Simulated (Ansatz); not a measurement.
# (InP)1(CdS)3 [001] superlattice, started as zinc blende: from the cell to its phonons, part 2 of 2

Aim: the phonons of (InP)1(CdS)3 [001] superlattice, started as zinc blende at a cell relaxed beforehand at this level.

Ansatz 0.2.0; DFT PBE, scalar-relativistic, plane waves, PAW.

So far: Starting point; Linear response at the zone centre.

The structure was built from a prototype and need not be the compound's stable phase.

In doubt: the program warns that the response may not be converged on this k-mesh (step 2), which bears on the force constants and all frequencies.

### 2. Linear response at the zone centre (continued)

Transverse modes. Infrared lines, with heights relative to the strongest:

```
position (cm⁻¹)  lines merged  relative intensity
             47             2                 0.2
             49             1                 0.0
             51             1                 0.0
             56             1                 0.0
             59             1                 0.0
             97             1                 0.0
            100             1                 0.2
            143             1                 1.3
            201             1                  71
            203             1                  72
            220             1                 4.0
            221             1                 100
            235             1                 5.0
            245             1                  36
            263             1                 0.5
            269             1                 0.0
            275             1                 0.2
            283             1                 8.0
            299             1                 3.7
            335             1                  26
```

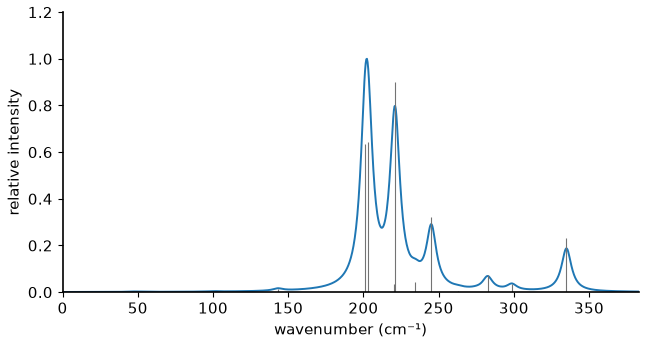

The infrared spectrum, broadened with Lorentzians of width 8 cm⁻¹; bars mark the lines.

Before it was imposed, the acoustic sum rule was missed by 1.5e-4 eV/Å² and the charge sum rule by 0.048 e. The charge miss is large and points to the mesh or the basis. The lowest optical mode is real, 46.9 cm⁻¹.

The log warns of the k mesh: “the force constants stand on the 8×8×4 k-mesh, whose period is 8.37 times the interband length at k = (0.0000, 0.0000, 0.0000), direct gap 0.382 eV, under 14: take them and everything formed from them as unconverged”.

### 3. Another isotope, element Cd, natural mass 112.414 amu

An isotope changes the mass and not the force constants, so no new electronic calculation is needed; the shifts show which modes move this element.

The same force constants with the mass of Cd changed from 112.414 to 115.905 u (phonopy, no LO-TO term). Both lists are sorted by frequency; levels can cross, so a row need not hold one and the same mode. Modes under 3 cm⁻¹ are left out. Isotope shifts, by row:

```
    q  rank  natural mass (cm⁻¹)  changed mass (cm⁻¹)
0 0 0     4                46.89                46.36
0 0 0     5                46.91                46.41
0 0 0     6                48.97                48.31
0 0 0     7                51.14                50.73
0 0 0     8                55.64                55.04
0 0 0     9                59.28                58.96
0 0 0    10                 96.8                95.78
0 0 0    11                100.3                99.23
0 0 0    12                143.2                141.6
0 0 0    13                201.2                200.6
0 0 0    14                203.1                  203
0 0 0    15                220.5                220.1
0 0 0    16                  221                220.5
0 0 0    17                234.6                234.3
0 0 0    18                245.2                244.6
0 0 0    19                262.8                262.2
0 0 0    20                268.8                268.6
0 0 0    21                274.9                274.6
0 0 0    22                282.6                281.9
0 0 0    23                298.7                298.6
0 0 0    24                  335                  335
```

A mode of this element alone would shift by -1.52 %. The highest zone-centre frequency without the field goes from 335.0 to 335.0 cm⁻¹ (+0.0 %). The product of the frequency ratios over all optical modes at Γ is 0.896; the product rule, (m/m′)^(3k/2) (M′/M)^(3/2) with k = 3 such atoms and M the mass of the cell, gives 0.895.

### 4. Isotope substitution, element In, natural mass 114.818 amu

The same for In, from 114.82 to 112.90 u.

A mode of this element alone would shift by +0.84 %. The highest zone-centre frequency without the field goes from 335.0 to 335.5 cm⁻¹ (+0.1 %). The product of the frequency ratios over all optical modes at Γ is 1.021; the product rule, (m/m′)^(3k/2) (M′/M)^(3/2) with k = 1 such atoms and M the mass of the cell, gives 1.020.

### 5. Another isotope, element S, natural mass 32.06 amu

The same for S, from 32.06 to 33.97 u.

The same force constants with the mass of S changed from 32.060 to 33.968 u (phonopy, no LO-TO term). Both lists are sorted by frequency; levels can cross, so a row need not hold one and the same mode. Modes under 3 cm⁻¹ are left out. Isotope shifts, by row:

```
    q  rank  natural mass (cm⁻¹)  changed mass (cm⁻¹)
0 0 0     4                46.89                46.76
0 0 0     5                46.91                46.77
0 0 0     6                48.97                48.79
0 0 0     7                51.14                50.99
0 0 0     8                55.64                 55.5
0 0 0     9                59.28                59.23
0 0 0    10                 96.8                96.61
0 0 0    11                100.3                99.86
0 0 0    12                143.2                143.2
0 0 0    13                201.2                196.5
0 0 0    14                203.1                198.3
0 0 0    15                220.5                  215
0 0 0    16                  221                216.2
0 0 0    17                234.6                228.7
0 0 0    18                245.2                239.4
0 0 0    19                262.8                256.5
0 0 0    20                268.8                261.6
0 0 0    21                274.9                268.5
0 0 0    22                282.6                282.1
0 0 0    23                298.7                  298
0 0 0    24                  335                334.9
```

A mode of this element alone would shift by -2.85 %. The highest zone-centre frequency without the field goes from 335.0 to 334.9 cm⁻¹ (-0.0 %). The product of the frequency ratios over all optical modes at Γ is 0.783; the product rule, (m/m′)^(3k/2) (M′/M)^(3/2) with k = 3 such atoms and M the mass of the cell, gives 0.782.

### 6. Summary of results

```json
{
  "space group (within 0.01 Å)": "Pmm2",
  "volume per atom": "26.3 Å³",
  "gap on the k-mesh": "0.283 eV",
  "highest optical mode at the zone centre (no LO-TO term)": "335 cm⁻¹",
  "top of the zone-centre spectrum with the field": "342 cm⁻¹",
  "lowest optical zone-centre mode": "46.9 cm⁻¹",
  "mean high-frequency dielectric constant": "7.84",
  "mean static dielectric constant": "12.2",
  "largest Born charge (third of the trace)": "2.58 e",
  "imaginary modes at Γ (the only wavevector solved)": "none"
}
```

In words: The structure is stable against zone-centre distortions, since no mode there is imaginary; other wavevectors were not solved, so zone-boundary instabilities are untested. Without the field, the optical modes at Γ span 47 to 335 cm⁻¹. No dispersion was computed. The highest mode in this list at Γ, 335.0 cm⁻¹, is mostly motion of P (82 % of the kinetic energy). With the macroscopic field of the longitudinal modes the top of the zone-centre spectrum lies at 342 cm⁻¹, against 335 cm⁻¹ without it. Lattice motion raises the mean dielectric constant from 7.836 to 12.24. The strongest infrared line is at 221 cm⁻¹. With the field response the log warns that the k mesh is coarse for the force constants too, so the frequencies may not be converged. The starting cell was built on a prototype and not taken from a measurement, so the phase need not exist. These are harmonic frequencies at zero temperature: anharmonic shifts, linewidths and thermal expansion are left out.

[Logs are printed without paths, hosts, clocks, repeated set-up lines and the standing remarks that a program may print on its own settings, such as how far it seeks lower states.]

[Hosts, paths, dates, database ids (printed as entryN), source tags and the programs' standing remarks are cut or masked in the printed files.]
